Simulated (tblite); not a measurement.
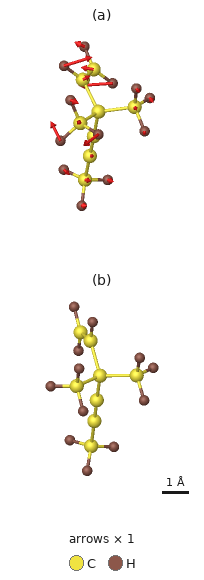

The structure of C₈H₁₂ before (top) and after (bottom) a relaxation, at one scale. The red arrows give the displacements, at their true length.

Style: ball-and-stick. Shown from a free direction.

Method: GFN2-xTB geometry optimisation, gas phase in tblite. 

What changed between the two?

Answer. The energy falls by 51.6 kJ/mol in 121 geometry steps. The atom that moves furthest after the best rigid fit is an H atom (1.39 Å). Largest moves by element: H 1.39 Å, C 0.53 Å. Among the contacts that change: C–H 1.127 → 1.088 Å, C–C 1.500 → 1.537 Å, C–C 1.477 → 1.448 Å, C–C 1.340 → 1.318 Å. Among the angles between lasting bonds that change: C–C–C 114.9° → 125.8°, C–C–H 122.9° → 113.7°, C–C–C 105.5° → 111.9°. Groups turn about C–C by about 50°, C–C by about 35°. Cost: 4.8 s on 1 thread of Intel(R) Xeon(R) Processor @ 2.50GHz, on a shared host.
